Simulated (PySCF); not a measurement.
# C₂H₈Ge₂S: magnetic properties

What do calculations give for the magnetic properties of C₂H₈Ge₂S (`C[C](=S)[GeH2][GeH3]`)?

Computed with PySCF 2.14.0 and routines of our own; the level stands in each step. Atoms count from 0.

## (1) The system as given

13 atoms, charge 0, multiplicity 1; geometry from: GFN2-xTB.

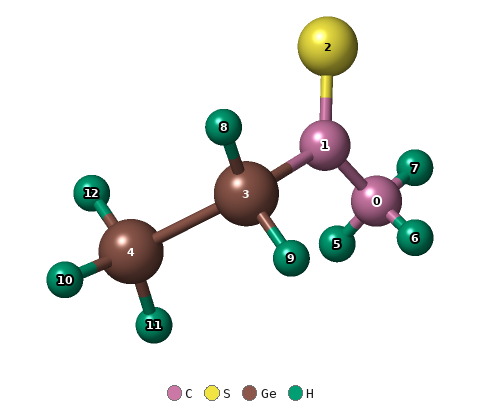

The starting geometry (carbon pink, sulfur yellow, germanium brown, hydrogen teal).

## (2) Relaxing the molecule at PBE0-D3(BJ)/def2-SVP

The job: settings as JSON, then the geometry in Å.

```
{"job": {"xc": "PBE0", "basis": "def2-SVP", "d3": "d3bj", "grid": 1, "kind": "geom"}, "charge": 0, "multiplicity": 1}
C     -1.856431    -0.502441    -0.818879
C     -1.189312    -0.617343     0.500586
S     -1.513351    -1.828361     1.529739
Ge     0.202343     0.699651     0.968453
Ge     2.225903     0.299068    -0.231405
H     -1.099549    -0.504264    -1.608090
H     -2.377525     0.455870    -0.877926
H     -2.562901    -1.313237    -0.989626
H      0.374712     0.633732     2.458693
H     -0.343182     2.077623     0.660462
H      3.364958     1.163488     0.209573
H      2.070492     0.552435    -1.702439
H      2.699457    -1.115732    -0.116869
```

Launch:

```
$ OMP_NUM_THREADS=1 python excited_run.py task.json out
```

This one command runs all jobs of the session in turn.

What it wrote:

```text
step   0  E = -4631.73811887  max force = 0.016041
step   1  E = -4631.74252825  max force = 0.004989
step   2  E = -4631.74291442  max force = 0.000684
step   3  E = -4631.74293107  max force = 0.000511
step   4  E = -4631.74295986  max force = 0.000460
step   5  E = -4631.74301032  max force = 0.001091
step   6  E = -4631.74311130  max force = 0.001652
step   7  E = -4631.74320443  max force = 0.001282
step   8  E = -4631.74327720  max force = 0.000463
step   9  E = -4631.74329951  max force = 0.000400
step  10  E = -4631.74330763  max force = 0.000535
step  11  E = -4631.74331768  max force = 0.000379
optimisation converged
```

Run time: 1.8 min. Hardware: 1 thread of Arm Neoverse V1, shared host; peak memory 0.72 GiB.

The steps of the relaxation:

| step | energy from step 0 (eV) | largest force component (eV/Å) |
| --- | --- | --- |
| 0 | 0.0000 | 0.8249 |
| 1 | -0.1200 | 0.2565 |
| 2 | -0.1305 | 0.0352 |
| 3 | -0.1309 | 0.0263 |
| 4 | -0.1317 | 0.0237 |
| 5 | -0.1331 | 0.0561 |
| 6 | -0.1359 | 0.0849 |
| 7 | -0.1384 | 0.0659 |
| 8 | -0.1404 | 0.0238 |
| 9 | -0.1410 | 0.0206 |
| 10 | -0.1412 | 0.0275 |
| 11 | -0.1415 | 0.0195 |

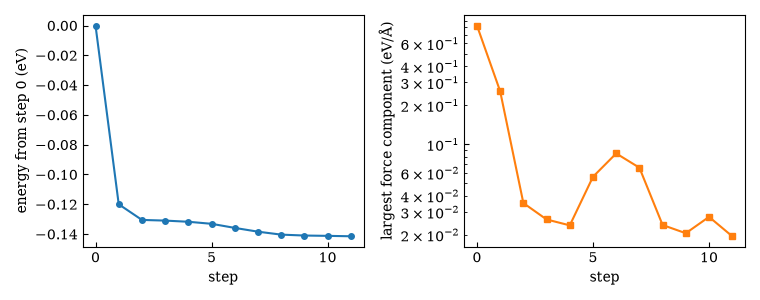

Energy and largest force along the relaxation.

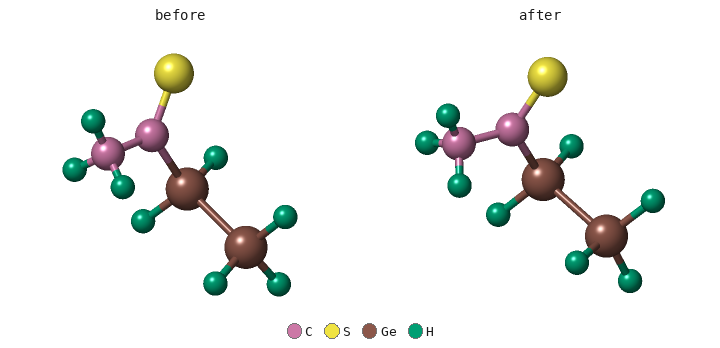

Before and after, at one scale.

Close pairs (by a distance rule), those that changed most:

| bond | before (Å) | after (Å) | change (Å) |
| --- | --- | --- | --- |
| Ge4–H10 | 1.496 | 1.540 | +0.043 |
| Ge4–H12 | 1.496 | 1.538 | +0.041 |
| Ge4–H11 | 1.501 | 1.541 | +0.040 |
| Ge3–Ge4 | 2.386 | 2.423 | +0.036 |
| Ge3–H8 | 1.502 | 1.535 | +0.033 |
| Ge3–H9 | 1.514 | 1.546 | +0.033 |
| C0–H6 | 1.092 | 1.104 | +0.012 |
| C0–H5 | 1.093 | 1.104 | +0.011 |

The final coordinates are the input of the step that follows.

| at the end point | value |
| --- | --- |
| point group (found at 0.08 Å tolerance) | C1 |
| rotational constants (GHz, main isotopes) | 2.291, 0.827, 0.744 |
| dipole moment (D) | 2.03 |

## (3) Magnetic properties: GIAO B3LYP/6-31G

The job: settings as JSON, then the geometry in Å.

```
{"job": {"kind": "mag", "xc": "B3LYP", "basis": "6-31G"}, "charge": 0, "multiplicity": 1}
C     -2.085482    -0.332269    -0.767077
C     -1.157546    -0.653847     0.356677
S     -1.067251    -2.115971     1.060553
Ge     0.091860     0.751587     0.963179
Ge     2.187411     0.290096    -0.161451
H     -1.526179     0.090991    -1.619687
H     -2.794614     0.453243    -0.451400
H     -2.646292    -1.218808    -1.095325
H      0.232615     0.665033     2.489256
H     -0.432106     2.151124     0.565562
H      3.230474     1.388525     0.114680
H      1.940332     0.217600    -1.680490
H      2.738336    -1.063990     0.315566
```

Level: GIAO B3LYP/6-31G magnetisability, rotational g tensor and spin-rotation constants, non-relativistic, gas phase.

What it wrote:

```text
coarse grid: 51288 points
cycle   1  E = -4632.4914101057  dE = -9.231e-01  |g| = 3.115e-01  |ddm| = 3.482e+00
cycle   2  E = -4632.4214067616  dE =  7.000e-02  |g| = 5.730e-01  |ddm| = 1.316e+00
cycle   3  E = -4632.5205438894  dE = -9.914e-02  |g| = 1.391e-01  |ddm| = 8.823e-01
cycle   4  E = -4632.5259500043  dE = -5.406e-03  |g| = 2.364e-02  |ddm| = 1.750e-01
cycle   5  E = -4632.5261109784  dE = -1.610e-04  |g| = 4.590e-03  |ddm| = 3.998e-02
cycle   6  E = -4632.5261136527  dE = -2.674e-06  |g| = 7.456e-04  |ddm| = 4.937e-03
final grid: 103216 points
cycle   7  E = -4632.5260758020  dE = -4.150e-08  |g| = 7.295e-04  |ddm| = 2.523e-03
cycle   8  E = -4632.5260756733  dE =  1.288e-07  |g| = 9.429e-04  |ddm| = 2.393e-03
cycle   9  E = -4632.5260758936  dE = -2.203e-07  |g| = 3.638e-04  |ddm| = 1.698e-03
cycle  10  E = -4632.5260759315  dE = -3.790e-08  |g| = 1.421e-05  |ddm| = 4.216e-04
cycle  11  E = -4632.5260759316  dE = -6.912e-11  |g| = 4.296e-06  |ddm| = 2.637e-05
converged SCF energy = -4632.5260759316

Magnetisability tensor (1e-30 J/T^2)
    -1513.56      -21.35      100.25
      -21.35    -1160.12     -220.88
      100.25     -220.88    -1411.27
isotropic -1361.65   principal values   -1607.23  -1455.97  -1021.75
isotropic susceptibility -82.001 1e-6 cm^3/mol

Inertial axes            a          b          c
rot. const./GHz      2.2906     0.8273     0.7442
chi total           -88.399    -78.940    -78.663
chi diamagnetic    -623.606  -1453.135  -1565.361
chi paramagnetic    535.207   1374.195   1486.698
quadrupole/D A       -2.706     -0.982      3.688
g nuclear            0.5488     0.5202     0.5063
g electronic        -0.5759    -0.5341    -0.5198
g total             -0.0271    -0.0139    -0.0135

Spin-rotation constants (kHz, H = +C I.J)
atom  isotope        aa         bb         cc
  5     1H       -0.084     -0.098     -0.015
  6     1H       -0.230      0.019     -0.076
  7     1H       -0.070     -0.054     -0.064
  8     1H       -0.217     -0.083      0.023
  9     1H       -0.202      0.009     -0.055
 10     1H       -0.009     -0.065     -0.072
 11     1H       -0.221     -0.082      0.010
 12     1H       -0.221     -0.008     -0.056
  0    13C*       0.426      0.165      0.107
  1    13C*       1.126      0.406      0.541
  2    33S*       1.380      0.744      0.664
  3   73Ge*      -0.463     -0.170     -0.148
  4   73Ge*      -0.414     -0.149     -0.139
* in the singly substituted isotopologue
```

It took 17 s on 1 thread of Arm Neoverse V1, shared host; peak memory 0.76 GiB.

From this job:

| quantity | value |
| --- | --- |
| magnetisability | -1362·10⁻³⁰ J/T² |
| molar susceptibility | -82.0·10⁻⁶ cm³/mol |
| rotational g (a, b, c) | -0.0271, -0.0139, -0.0135 |

## (4) Outcome

| quantity | value |
| --- | --- |
| point group | C1 |
| rotational constants (main isotopes) | 2.29, 0.83, 0.74 GHz |
| magnetisability (step 3, GIAO B3LYP/6-31G) | -1362·10⁻³⁰ J/T² |
| molar susceptibility (step 3, GIAO B3LYP/6-31G) | -82.0·10⁻⁶ cm³/mol |
| rotational g (a, b, c) (step 3, GIAO B3LYP/6-31G) | -0.0271, -0.0139, -0.0135 |

What this shows: Over 11 steps the energy fell by 0.141 eV; of the close pairs, Ge4–H10 changed most, 1.496 to 1.540 Å. Steps that list no spin-orbit terms leave them out, which matters at and beside the heavy atoms. Vibrational averaging and real surroundings are missing from these values.
